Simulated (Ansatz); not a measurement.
Breaking the B1–H2 bond in BCl2H (SMILES ClBCl) (multiplicity 1 held, fragments rigid). Energies count from the point at 1.182 Å.
Geometry at that point (charge 0, multiplicity 1):
```
atom    x (Å)    y (Å)    z (Å)
----  -------  -------  -------
B     -0.4996  -0.3156  -0.3776
H     -1.3415  -0.8474  -1.0138
Cl    -0.3583   1.4202  -0.4187
Cl     0.5841  -1.2776   0.5894
```

Restricted levels (R-, RO-) in cc, def2 and unpolarised 6-31G sets keep to the state of the molecule at rest. Unrestricted levels (U-) break spin symmetry where that is lower. Active spaces are followed from a long bond inwards. Levels need not reach the same state.

Frozen-core correlation.

Codes used: Ansatz (a quantum-chemistry and plane-wave program) with Gaussian orbitals. 

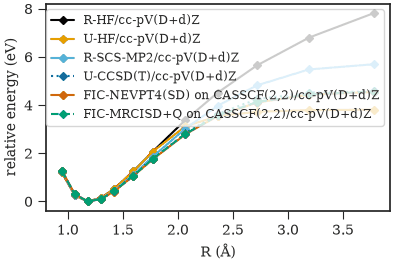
Figure. Relative energy along the coordinate

Q: Read off the U-HF/cc-pV(D+d)Z curve at R = 3.190.

A: about 3.8 eV

Doubts at one or more of the structures used: a restricted determinant that unrestricted orbitals would lower (R-HF/cc-pV(D+d)Z, R-SCS-MP2/cc-pV(D+d)Z); a spin-contaminated determinant (U-HF/cc-pV(D+d)Z, U-CCSD(T)/cc-pV(D+d)Z); T1 above 0.05 (U-CCSD(T)/cc-pV(D+d)Z).
